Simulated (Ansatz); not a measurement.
# Nudged elastic band of BSiH$_{5}$ClF (part 2 of 2)

Continued. System: BSiH$_{5}$ClF. Method: RHF/def2-SVP (Ansatz 0.2.0). The run did not end well. One setting was made poor on purpose. It belongs to a series of runs on one base structure; here: band between the two ends.

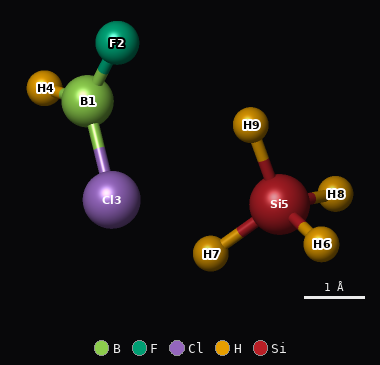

Figure 1. The starting structure (ball-and-stick view, seen at a tilt; atoms are numbered from 1 in the order of the input).

### The last band as extended XYZ (Å, eV, eV/Å)
```
9
Properties=species:S:1:pos:R:3:forces:R:3 image=0 energy=-23815.75226
B    -0.0201   -1.1661   -0.2596    0.0014  -0.0114  -0.0183
F    -0.1441   -1.9691    0.7565    0.0014   0.0111  -0.0044
Cl    1.5722   -0.5339   -0.6482    0.0083   0.0026   0.0106
H    -0.9658   -0.8718   -0.9167   -0.0101  -0.0018   0.0135
Si    0.5252    3.0520    1.2369   -0.0043   0.0023  -0.0016
H     1.9137    2.8159    1.6885    0.0167  -0.0049   0.0040
H     0.5081    3.3011   -0.2221   -0.0011   0.0023  -0.0076
H    -0.0354    4.2246    1.9459   -0.0027   0.0126   0.0039
H    -0.3025    1.8612    1.5412   -0.0097  -0.0127  -0.0003
9
Properties=species:S:1:pos:R:3:forces:R:3 image=1 energy=-23815.74410
B    -0.0052   -0.9198   -0.1907    0.0019  -0.0119  -0.0043
F    -0.1196   -1.5437    0.9449   -0.0001  -0.0112  -0.0038
Cl    1.5986   -0.4530   -0.7386    0.0059  -0.0212  -0.0089
H    -0.9666   -0.6768   -0.8458    0.0009  -0.0039  -0.0010
Si    0.5133    2.8650    1.1897   -0.0020   0.0092   0.0038
H     1.8892    2.7114    1.7117    0.0003  -0.0005  -0.0019
H     0.5525    3.1221   -0.2675   -0.0014   0.0144   0.0041
H    -0.1610    3.9894    1.8769    0.0004   0.0139   0.0027
H    -0.2500    1.6194    1.4419   -0.0060   0.0112   0.0093
9
Properties=species:S:1:pos:R:3:forces:R:3 image=2 energy=-23815.67579
B     0.0152   -0.6653   -0.0962    0.0034  -0.0842  -0.0334
F    -0.0522   -1.2356    1.0718   -0.0001  -0.0936  -0.0395
Cl    1.6014   -0.3815   -0.8061    0.0087  -0.0621  -0.0135
H    -0.9728   -0.3636   -0.6829    0.0024  -0.0294  -0.0056
Si    0.4999    2.6820    1.1248   -0.0063   0.0517   0.0251
H     1.8347    2.6214    1.7584    0.0070   0.0315   0.0022
H     0.6348    2.9500   -0.3242   -0.0124   0.0365   0.0215
H    -0.3319    3.7244    1.7611    0.0190   0.0875   0.0176
H    -0.1778    1.3820    1.3159   -0.0216   0.0621   0.0256
9
Properties=species:S:1:pos:R:3:forces:R:3 image=3 energy=-23815.32320
B     0.0506   -0.3579    0.0457   -0.0553  -0.5356  -0.1461
F    -0.0260   -1.0363    1.1642    0.0082  -0.2747  -0.2136
Cl    1.6273   -0.2340   -0.7589    0.0064  -0.0907   0.0557
H    -0.9232    0.0142   -0.5221   -0.0240  -0.1161  -0.0199
Si    0.4828    2.4847    1.0194   -0.0318   0.1814   0.1841
H     1.7777    2.4884    1.7242    0.0564   0.1152   0.0338
H     0.6709    2.8036   -0.4150   -0.1036  -0.1029   0.1221
H    -0.4925    3.4050    1.6214    0.0044   0.2984   0.0985
H    -0.1163    1.1463    1.2437    0.1393   0.5250  -0.1145
9
Properties=species:S:1:pos:R:3:forces:R:3 image=4 energy=-23813.01116
B     0.1121    0.0898    0.1651   -0.7827  -2.5151   1.6415
F    -0.1145   -0.8005    1.3102    0.3186  -0.6482  -1.7939
Cl    1.7099   -0.1285   -0.6726   -0.1686   0.2452   0.5039
H    -0.8186    0.2042   -0.5692   -0.0515   0.2212   0.0252
Si    0.4873    2.3059    0.8738   -0.3446  -0.1896   0.6842
H     1.7764    2.4260    1.5771   -0.0317  -0.1674   0.0100
H     0.6243    2.7830   -0.5384   -0.2456  -0.5622   0.4155
H    -0.5410    3.1063    1.5399   -0.2190   0.1734   0.1387
H    -0.1846    0.7276    1.4366    1.5251   3.4428  -1.6252
9
Properties=species:S:1:pos:R:3:forces:R:3 image=5 energy=-23813.01719
B     0.2362    0.4654   -0.0738    0.1810   0.5747  -0.4175
F    -0.1353   -0.6841    1.6349   -0.2222   0.4278   0.3869
Cl    1.7429   -0.1811   -0.7362    0.0549  -0.2267  -0.0852
H    -0.8031    0.1314   -0.5430    0.0021  -0.0969  -0.0898
Si    0.5246    2.3401    0.7352    0.0510  -0.0281  -0.2767
H     1.7823    2.4885    1.5076    0.0015  -0.0600  -0.1247
H     0.6184    2.8995   -0.6313    0.1340   0.5473   0.0184
H    -0.5353    3.0584    1.4980   -0.0868  -0.2651  -0.0853
H    -0.3792    0.1957    1.7311   -0.1156  -0.8731   0.6739
9
Properties=species:S:1:pos:R:3:forces:R:3 image=6 energy=-23813.55772
B     0.1747    0.5100   -0.2521    0.0214   0.0562  -0.1183
F    -0.0416   -0.6088    1.8228    0.0023  -0.0156   0.0935
Cl    1.6310   -0.2770   -0.8821   -0.0166  -0.0674  -0.0658
H    -0.8796    0.0430   -0.5498    0.0077   0.0177  -0.0567
Si    0.4940    2.3556    0.5680    0.0251   0.0360  -0.1188
H     1.6372    2.3289    1.5189    0.0049  -0.0261  -0.0532
H     0.8205    3.1850   -0.6083    0.0836   0.2730  -0.0179
H    -0.6469    2.9755    1.2984   -0.0468  -0.1452  -0.0562
H    -0.1380    0.2017    2.2067   -0.0815  -0.1285   0.3933
9
Properties=species:S:1:pos:R:3:forces:R:3 image=7 energy=-23813.74154
B     0.1111    0.5458   -0.3856    0.0118   0.0323  -0.0607
F    -0.1405   -0.4413    1.9236   -0.0826   0.0711   0.0444
Cl    1.5450   -0.3951   -0.8323   -0.0008  -0.0001  -0.0786
H    -0.9453    0.1075   -0.7223    0.0054   0.0238  -0.0190
Si    0.4288    2.3564    0.5072   -0.0027   0.0025  -0.0242
H     1.4871    2.1782    1.5430   -0.0156   0.0047   0.0074
H     0.9097    3.3471   -0.4848    0.0265   0.0251  -0.0170
H    -0.7635    2.9136    1.1942   -0.0370  -0.0498  -0.0391
H     0.4189    0.1017    2.3795    0.0950  -0.1096   0.1869
9
Properties=species:S:1:pos:R:3:forces:R:3 image=8 energy=-23813.72409
B     0.1388    0.5517   -0.4994   -0.0281   0.0269  -0.0261
F    -0.4131   -0.0598    2.2824    0.7311   0.0053  -0.0639
Cl    1.5662   -0.3148   -1.0904   -0.0226  -0.0167   0.0322
H    -0.9103    0.0290   -0.7123   -0.0419   0.0656  -0.0671
Si    0.4510    2.3017    0.5084   -0.0055   0.0108  -0.0284
H     1.4836    2.0050    1.5423   -0.0250   0.0727   0.0147
H     0.9972    3.3452   -0.3929    0.0319  -0.0110  -0.0428
H    -0.7583    2.8389    1.1719   -0.0025  -0.0250  -0.0129
H     0.4960    0.0170    2.3124   -0.6373  -0.1288   0.1942
9
Properties=species:S:1:pos:R:3:forces:R:3 image=9 energy=-23813.79035
B     0.1441    0.6173   -0.4501   -0.0133   0.0182  -0.0040
F    -0.3429   -0.0846    2.1715    0.0187  -0.0534  -0.0565
Cl    1.5543   -0.4010   -0.8156   -0.0184  -0.0200   0.0388
H    -0.9066    0.1736   -0.7977   -0.0230   0.0728  -0.0591
Si    0.4524    2.3834    0.5240   -0.0005   0.0114  -0.0040
H     1.5093    2.1662    1.5448   -0.0052   0.0543   0.0111
H     0.9345    3.4279   -0.4167   -0.0017  -0.0185  -0.0426
H    -0.7782    2.8788    1.1825   -0.0016   0.0092  -0.0035
H     0.4842   -0.4477    2.1798    0.0450  -0.0740   0.1198
9
Properties=species:S:1:pos:R:3:forces:R:3 image=10 energy=-23813.83477
B     0.1528    0.6756   -0.3865    0.0067  -0.0047   0.0004
F    -0.2932   -0.2764    2.1269    0.0269  -0.0229   0.0008
Cl    1.4998   -0.4671   -0.6064   -0.0027   0.0025  -0.0004
H    -0.8908    0.3326   -0.8531   -0.0014   0.0013   0.0012
Si    0.4768    2.4750    0.5136    0.0002   0.0001   0.0018
H     1.5646    2.3800    1.5177    0.0000   0.0008  -0.0004
H     0.8840    3.4614   -0.5233   -0.0004   0.0003  -0.0021
H    -0.7544    2.9755    1.1712   -0.0005   0.0001   0.0006
H     0.4115   -0.8427    2.1623   -0.0287   0.0225  -0.0019
```

The run was set up as follows.

### Input
```yaml
crystal:
  periodic: [false, false, false]
  atoms:
    - { symbol: B, position_ang: [-0.020146, -1.166053, -0.25956] }
    - { symbol: F, position_ang: [-0.144064, -1.969127, 0.756497] }
    - { symbol: Cl, position_ang: [1.572205, -0.533904, -0.648176] }
    - { symbol: H, position_ang: [-0.965787, -0.871822, -0.916703] }
    - { symbol: Si, position_ang: [0.52516, 3.051992, 1.236881] }
    - { symbol: H, position_ang: [1.91374, 2.815894, 1.688549] }
    - { symbol: H, position_ang: [0.508123, 3.301118, -0.222094] }
    - { symbol: H, position_ang: [-0.035416, 4.224593, 1.94594] }
    - { symbol: H, position_ang: [-0.302514, 1.861209, 1.541167] }
basis:
  gaussian: { orbitals: def2-SVP }
hamiltonian:
  xc: hf
neb:
  order_check: false
  images: 9
  f_tol: 0.03
  max_iterations: 60
  max_displacement: 0.5
  optimiser: lbfgs
  final_atoms:
    - { symbol: B, position_ang: [0.15284038, 0.67558469, -0.38646044] }
    - { symbol: F, position_ang: [-0.29317104, -0.27636845, 2.12693116] }
    - { symbol: Cl, position_ang: [1.49978399, -0.46714321, -0.60637843] }
    - { symbol: H, position_ang: [-0.8907717, 0.33264651, -0.85312711] }
    - { symbol: Si, position_ang: [0.47682997, 2.47500508, 0.5136292] }
    - { symbol: H, position_ang: [1.56461016, 2.37998191, 1.51768887] }
    - { symbol: H, position_ang: [0.88400857, 3.4613802, -0.52327548] }
    - { symbol: H, position_ang: [-0.75435423, 2.97552983, 1.1711925] }
    - { symbol: H, position_ang: [0.41152489, -0.84271656, 2.16230073] }
  initial_path:
    images:
      - { positions_ang: [[-0.020146, -1.166053, -0.25956], [-0.144064, -1.969127, 0.756497], [1.572205, -0.533904, -0.648176], [-0.965787, -0.871822, -0.916703], [0.52516, 3.051992, 1.236881], [1.91374, 2.815894, 1.688549], [0.508123, 3.301118, -0.222094], [-0.035416, 4.224593, 1.94594], [-0.302514, 1.861209, 1.541167]] }
      - { positions_ang: [[-0.01265725, -0.9328996, -0.20952107], [-0.11726578, -1.57648399, 0.93727778], [1.58638162, -0.42442901, -0.70110067], [-0.97328745, -0.69847324, -0.85760123], [0.51445972, 2.85779998, 1.13244369], [1.84093682, 2.65881399, 1.69042538], [0.5828736, 3.22310702, -0.26052402], [-0.17263664, 3.91047528, 1.82292304], [-0.19750364, 1.69598957, 1.5681781]] }
      - { positions_ang: [[-0.0051685, -0.69974621, -0.15948213], [-0.09046757, -1.18384098, 1.11805855], [1.60055824, -0.31495402, -0.75402535], [-0.98078789, -0.52512447, -0.79849946], [0.50375945, 2.66360796, 1.02800637], [1.76813365, 2.50173397, 1.69230176], [0.6576242, 3.14509604, -0.29895403], [-0.30985729, 3.59635756, 1.69990608], [-0.09249329, 1.53077014, 1.59518921]] }
      - { positions_ang: [[0.00232025, -0.46659281, -0.1094432], [-0.06366935, -0.79119797, 1.29883933], [1.61473487, -0.20547903, -0.80695002], [-0.98828834, -0.35177571, -0.73939769], [0.49305917, 2.46941595, 0.92356906], [1.69533047, 2.34465396, 1.69417814], [0.7323748, 3.06708506, -0.33738405], [-0.44707793, 3.28223984, 1.57688912], [0.01251707, 1.36555071, 1.62220031]] }
      - { positions_ang: [[0.009809, -0.23343941, -0.05940426], [-0.03687114, -0.39855495, 1.47962011], [1.62891149, -0.09600404, -0.85987469], [-0.99578878, -0.17842695, -0.68029592], [0.48235889, 2.27522393, 0.81913174], [1.6225273, 2.18757394, 1.69605452], [0.8071254, 2.98907409, -0.37581407], [-0.58429858, 2.96812212, 1.45387216], [0.11752742, 1.20033128, 1.64921142]] }
      - { positions_ang: [[0.01729775, -0.00028601, -0.00936533], [-0.01007292, -0.00591194, 1.66040088], [1.64308811, 0.01347096, -0.91279937], [-1.00328923, -0.00507819, -0.62119415], [0.47165861, 2.08103191, 0.71469443], [1.54972412, 2.03049393, 1.69793091], [0.881876, 2.91106311, -0.41424409], [-0.72151922, 2.6540044, 1.33085519], [0.22253778, 1.03511185, 1.67622252]] }
      - { positions_ang: [[0.04440627, 0.13488813, -0.08478435], [-0.06669255, -0.06000324, 1.75370694], [1.61442729, -0.08265188, -0.85151518], [-0.98078572, 0.06246675, -0.66758075], [0.47269288, 2.15982654, 0.67448138], [1.55270133, 2.10039152, 1.6618825], [0.88230252, 3.02112653, -0.43605036], [-0.72808623, 2.71830948, 1.29892266], [0.2603352, 0.65954616, 1.77343816]] }
      - { positions_ang: [[0.0715148, 0.27006227, -0.16020337], [-0.12331217, -0.11409454, 1.847013], [1.58576646, -0.17877471, -0.79023099], [-0.95828221, 0.13001169, -0.71396734], [0.47372716, 2.23862118, 0.63426834], [1.55567854, 2.17028912, 1.62583409], [0.88272903, 3.13118994, -0.45785664], [-0.73465323, 2.78261457, 1.26699012], [0.29813262, 0.28398048, 1.87065381]] }
      - { positions_ang: [[0.09862333, 0.40523641, -0.23562239], [-0.1799318, -0.16818584, 1.94031905], [1.55710564, -0.27489755, -0.72894681], [-0.93577871, 0.19755663, -0.76035393], [0.47476143, 2.31741581, 0.59405529], [1.55865575, 2.24018672, 1.58978568], [0.88315555, 3.24125336, -0.47966292], [-0.74122023, 2.84691966, 1.23505758], [0.33593004, -0.0915852, 1.96786945]] }
      - { positions_ang: [[0.12573186, 0.54041055, -0.31104141], [-0.23655142, -0.22227714, 2.03362511], [1.52844481, -0.37102038, -0.66766262], [-0.9132752, 0.26510157, -0.80674052], [0.4757957, 2.39621045, 0.55384225], [1.56163296, 2.31008431, 1.55373727], [0.88358206, 3.35131678, -0.5014692], [-0.74778723, 2.91122474, 1.20312504], [0.37372747, -0.46715088, 2.06508509]] }
      - { positions_ang: [[0.15284038, 0.67558469, -0.38646044], [-0.29317104, -0.27636845, 2.12693116], [1.49978399, -0.46714321, -0.60637843], [-0.8907717, 0.33264651, -0.85312711], [0.47682997, 2.47500508, 0.5136292], [1.56461016, 2.37998191, 1.51768887], [0.88400857, 3.4613802, -0.52327548], [-0.75435423, 2.97552983, 1.1711925], [0.41152489, -0.84271656, 2.16230073]] }
```

Launched with:
```bash
ansatz run input.yaml --threads 1 --pin off --max-ram 2048MiB --backend cpu --events-out ev --progress --plain --runs-dir out
```

### Outcome

| quantity | value |
| --- | --- |
| outcome | not converged |
| barrier, forward (band not converged) | 2.741 eV |
| barrier, backward | 0.824 eV |
| hardware | 1 thread of Arm Neoverse V1, 24 GiB of memory available, shared host |
| wall time | 12 min |
| peak memory | 0.16 GiB |

### Diagnosis

The run did not converge: “NEB band did not converge after 60 iterations: max|band force component| = 7.40e-1 eV/Å (threshold 3.0e-2); raise `neb.max_iterations` in a new run, which can start from the last band evaluated (`neb.initial_path`, with `crystal.atoms` and `neb.final_atoms` set to its first and last images), add images, or start from endpoints closer to local minima …” Its last values are not results. A deliberately poor setting: step length.
